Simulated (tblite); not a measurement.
**Geometry relaxation of C2H8O3Si3 (part 2 of 2)**

C2H8O3Si3; GFN2-xTB geometry optimisation, gas phase (tblite 0.8.0). It belongs to a series of runs on one base structure; here: constitutional isomer.

Geometry of the input (Å):
```
C  -0.1201  -3.2026  0.2628
C  0.5558  -2.2967  0.6539
Si 1.6375  -0.8949  1.2837
O  1.0344  0.6007  0.8477
Si 0.6641  1.4085  -0.5156
O  1.3212  2.9217  -0.4395
O  -0.9643  1.5683  -0.6884
Si -2.2589  0.6309  -1.0754
H  -0.7356  -4.0017  -0.0876
H  2.9977  -1.0321  0.7438
H  1.7217  -0.9542  2.7574
H  1.2224  0.7071  -1.6946
H  0.9023  3.5027  0.2267
H  -2.4849  -0.3905  -0.0263
H  -2.0258  -0.0398  -2.3758
H  -3.4750  1.4815  -1.1791
```

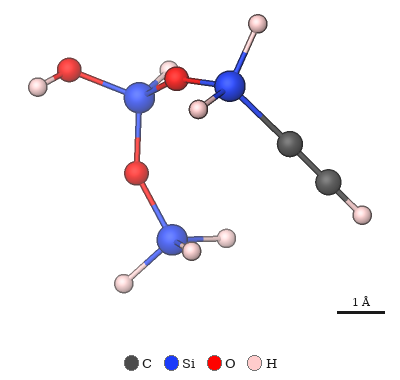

Figure 1. The geometry at step 118 of the log (ball-and-stick view, seen at a tilt).

## Trajectory as extended XYZ, continued
```
16
Properties=species:S:1:pos:R:3:forces:R:3 step=83 energy=-706.12790
C    -0.2888   -3.1035    0.1914   -0.0010  -0.0190   0.0000
C     0.4373   -2.2405    0.6080    0.0020   0.0150  -0.0060
Si    1.5416   -0.8938    1.2457   -0.0250   0.0170  -0.0290
O     1.3359    0.4762    0.4063    0.0100  -0.0120  -0.0060
Si    0.8044    1.4888   -0.7349    0.0090  -0.0030   0.0190
O     1.1725    3.0071   -0.3341   -0.0110  -0.0030  -0.0180
O    -0.7996    1.3237   -0.8681    0.0000  -0.0140   0.0100
Si   -2.1345    0.4101   -0.9229   -0.0050  -0.0020   0.0150
H    -0.9201   -3.8653   -0.1685   -0.0010   0.0070  -0.0050
H     2.9394   -1.2817    1.0515    0.0050   0.0070   0.0020
H     1.1705   -0.5679    2.6247   -0.0010  -0.0030   0.0100
H     1.4638    1.2450   -1.9949    0.0090  -0.0090   0.0020
H     0.7637    3.4380    0.4123   -0.0030   0.0060   0.0050
H    -2.1470   -0.5143    0.2102   -0.0030   0.0100   0.0020
H    -2.1401   -0.3149   -2.1937    0.0140   0.0050   0.0060
H    -3.2066    1.4018   -0.8393    0.0000  -0.0010  -0.0050
16
Properties=species:S:1:pos:R:3:forces:R:3 step=95 energy=-706.12937
C    -0.3039   -3.0962    0.1674    0.0090   0.0020   0.0030
C     0.4121   -2.2250    0.5850    0.0100   0.0080  -0.0030
Si    1.5198   -0.8875    1.2376    0.0210   0.0110  -0.0290
O     1.3595    0.4895    0.4000   -0.0030  -0.0130   0.0000
Si    0.8109    1.4958   -0.7388    0.0210  -0.0080   0.0180
O     1.1676    3.0202   -0.3531    0.0070  -0.0020  -0.0050
O    -0.7933    1.3211   -0.8461    0.0040   0.0020  -0.0020
Si   -2.1164    0.3917   -0.8958   -0.0210   0.0030  -0.0030
H    -0.9302   -3.8602   -0.1962   -0.0030   0.0050  -0.0060
H     2.9174   -1.2869    1.0607   -0.0090  -0.0050   0.0090
H     1.1360   -0.5588    2.6123   -0.0130  -0.0070   0.0140
H     1.4682    1.2434   -1.9984   -0.0110   0.0010  -0.0030
H     0.7692    3.4462    0.4018   -0.0010   0.0110   0.0020
H    -2.1284   -0.5138    0.2522   -0.0060   0.0080  -0.0020
H    -2.0975   -0.3449   -2.1593   -0.0010  -0.0140   0.0100
H    -3.1986    1.3741   -0.8356   -0.0040  -0.0030  -0.0040
16
Properties=species:S:1:pos:R:3:forces:R:3 step=107 energy=-706.13236
C    -0.3096   -3.0689    0.0974    0.0230   0.0390   0.0240
C     0.4158   -2.2074    0.5198   -0.0350  -0.0220  -0.0070
Si    1.5046   -0.8844    1.2296    0.0170   0.0030  -0.0140
O     1.3995    0.5068    0.4052   -0.0320  -0.0150   0.0000
Si    0.8117    1.4998   -0.7267    0.0190  -0.0060  -0.0030
O     1.1898    3.0289   -0.3865   -0.0020   0.0030  -0.0020
O    -0.7958    1.3243   -0.7898    0.0130  -0.0020   0.0150
Si   -2.1002    0.3670   -0.8436   -0.0080   0.0100   0.0030
H    -0.9465   -3.8221   -0.2693    0.0050  -0.0100  -0.0290
H     2.9043   -1.2929    1.1052    0.0030   0.0070   0.0140
H     1.0512   -0.5851    2.5908    0.0090   0.0090   0.0040
H     1.4334    1.2303   -2.0002   -0.0010  -0.0110  -0.0200
H     0.7988    3.4988    0.3455   -0.0130  -0.0120   0.0130
H    -2.1510   -0.4702    0.3544    0.0050   0.0160   0.0060
H    -2.0164   -0.4502   -2.0539   -0.0060   0.0000   0.0090
H    -3.1972    1.3342   -0.8842    0.0040  -0.0070  -0.0130
16
Properties=species:S:1:pos:R:3:forces:R:3 step=118 energy=-706.13719
C    -0.3055   -3.0362    0.0276    0.0670   0.0650   0.0000
C     0.4126   -2.1937    0.4991   -0.0320  -0.0750  -0.0320
Si    1.4986   -0.8855    1.2391   -0.0110   0.0420  -0.0180
O     1.4200    0.4857    0.3763    0.0110  -0.0240   0.0090
Si    0.8154    1.4861   -0.7402    0.0350  -0.0230   0.0140
O     1.2015    3.0124   -0.3954    0.0320   0.0000  -0.0340
O    -0.7946    1.3278   -0.7583    0.0000   0.0050  -0.0180
Si   -2.0916    0.3617   -0.7906   -0.0860  -0.0310   0.0010
H    -0.9252   -3.7721   -0.3990   -0.0140  -0.0100   0.0110
H     2.9046   -1.2903    1.1740   -0.0340   0.0040  -0.0010
H     1.0022   -0.5714    2.5831    0.0140   0.0140  -0.0080
H     1.3989    1.2105   -2.0325   -0.0070   0.0020   0.0320
H     0.7889    3.4829    0.3236   -0.0180   0.0110   0.0310
H    -2.1758   -0.3741    0.4744   -0.0060   0.0460  -0.0530
H    -1.9690   -0.5554   -1.9272   -0.0050   0.0310   0.0510
H    -3.1886    1.3206   -0.9602    0.0550  -0.0580   0.0140
16
Properties=species:S:1:pos:R:3:forces:R:3 step=130 energy=-706.14048
C    -0.2970   -3.0077   -0.0516   -0.0260  -0.0200  -0.0010
C     0.4113   -2.1853    0.4653    0.0200   0.0230   0.0050
Si    1.4780   -0.8786    1.2366   -0.0010  -0.0050   0.0140
O     1.4686    0.4703    0.3381    0.0000   0.0020   0.0030
Si    0.8298    1.4784   -0.7511   -0.0070   0.0030  -0.0040
O     1.2081    3.0057   -0.3992    0.0040   0.0040   0.0000
O    -0.7800    1.3087   -0.7467   -0.0050   0.0000  -0.0070
Si   -2.0811    0.3461   -0.7383   -0.0050  -0.0070   0.0070
H    -0.9188   -3.7317   -0.4961    0.0130  -0.0060  -0.0020
H     2.8777   -1.3046    1.2428   -0.0070   0.0050  -0.0020
H     0.9337   -0.5255    2.5527    0.0010  -0.0090  -0.0170
H     1.3902    1.2129   -2.0538    0.0100   0.0010   0.0000
H     0.7786    3.4720    0.3138    0.0040   0.0000   0.0020
H    -2.1972   -0.2842    0.5769    0.0040   0.0070  -0.0050
H    -1.9382   -0.6531   -1.7961   -0.0050  -0.0010   0.0070
H    -3.1713    1.2855   -0.9995    0.0010   0.0040  -0.0010
16
Properties=species:S:1:pos:R:3:forces:R:3 step=142 energy=-706.14155
C    -0.2895   -3.0215   -0.0603    0.0370   0.0130   0.0010
C     0.4135   -2.1855    0.4440   -0.0270  -0.0150   0.0130
Si    1.4650   -0.8743    1.2316   -0.0110  -0.0410   0.0030
O     1.4606    0.4784    0.3403    0.0030  -0.0060   0.0120
Si    0.8331    1.4813   -0.7601    0.0000   0.0050   0.0000
O     1.2037    3.0084   -0.4012   -0.0010   0.0160  -0.0080
O    -0.7745    1.2985   -0.7818   -0.0150  -0.0010  -0.0030
Si   -2.0859    0.3512   -0.7267   -0.0010   0.0060  -0.0290
H    -0.8924   -3.7603   -0.5081    0.0120   0.0230   0.0160
H     2.8650   -1.2992    1.2492   -0.0030   0.0070  -0.0030
H     0.9128   -0.5270    2.5462   -0.0070  -0.0120  -0.0250
H     1.4190    1.2228   -2.0525    0.0000  -0.0030  -0.0110
H     0.7920    3.4644    0.3286    0.0010   0.0000   0.0050
H    -2.1953   -0.2421    0.6053    0.0040   0.0070   0.0150
H    -1.9665   -0.6819   -1.7546    0.0000   0.0060   0.0050
H    -3.1682    1.2956   -1.0062    0.0080  -0.0060   0.0080
16
Properties=species:S:1:pos:R:3:forces:R:3 step=154 energy=-706.14276
C    -0.2624   -3.0405   -0.0884    0.0000  -0.0020  -0.0020
C     0.4169   -2.1942    0.4295    0.0010   0.0000  -0.0010
Si    1.4477   -0.8765    1.2295    0.0000  -0.0020  -0.0040
O     1.4316    0.4907    0.3598   -0.0020   0.0000  -0.0020
Si    0.8314    1.4827   -0.7666   -0.0030   0.0030   0.0010
O     1.2007    3.0129   -0.4184    0.0020   0.0010  -0.0020
O    -0.7756    1.3008   -0.8211   -0.0020  -0.0010  -0.0010
Si   -2.0898    0.3628   -0.7096   -0.0010   0.0000   0.0050
H    -0.8537   -3.7841   -0.5420    0.0030  -0.0010   0.0010
H     2.8536   -1.2802    1.2484    0.0010  -0.0020   0.0050
H     0.8765   -0.5537    2.5406   -0.0020   0.0030   0.0030
H     1.4352    1.2134   -2.0489   -0.0010  -0.0020   0.0010
H     0.8234    3.4600    0.3352    0.0000  -0.0020  -0.0010
H    -2.1937   -0.1542    0.6555    0.0030  -0.0010  -0.0030
H    -1.9786   -0.7249   -1.6797    0.0010   0.0030   0.0000
H    -3.1709    1.2940   -1.0300   -0.0010   0.0030   0.0000
```

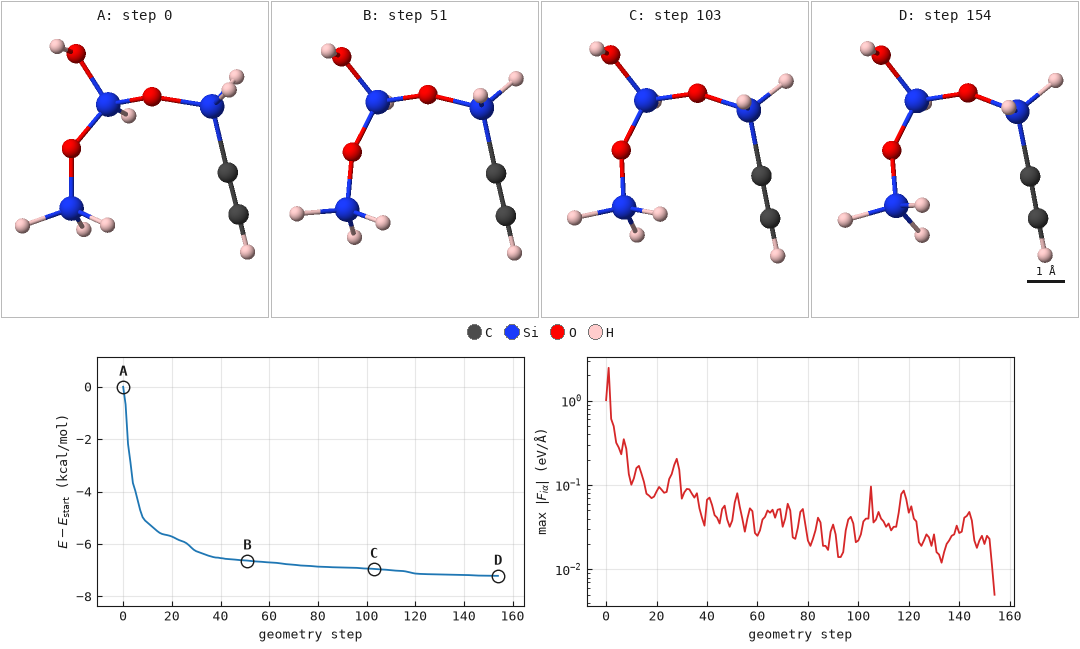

Figure 2. Frames of the relaxation (ball-and-stick view, seen at a tilt) above the curves, on which the letters mark them (steps are counted from 0).

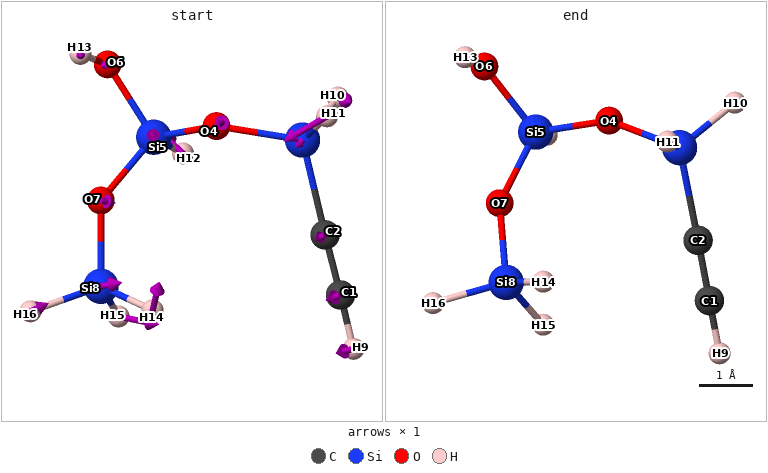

Figure 3. Before (left) and after (right) the relaxation, at one scale (ball-and-stick view, seen at a tilt). The pink arrows give the displacements, at true length. Over 154 geometry steps the energy falls by 7.21 kcal/mol. The largest force component goes from 1 to 0.005 eV/Å. H15 moves most after the best rigid fit: 0.98 Å. Largest moves by element: H 0.98 Å, O 0.63 Å, Si 0.48 Å, C 0.40 Å. Among the contacts that change: Si3–O4 1.671 → 1.620 Å, Si5–O6 1.651 → 1.612 Å, Si5–H12 1.481 → 1.443 Å, Si5–O7 1.645 → 1.618 Å. Among the angles that change: Si3–O4–Si5 138.2° → 153.6°, Si5–O7–Si8 138.5° → 150.4°, Si5–O6–H13 113.9° → 121.7°. (Atoms are counted from 1 in the order of the input.)
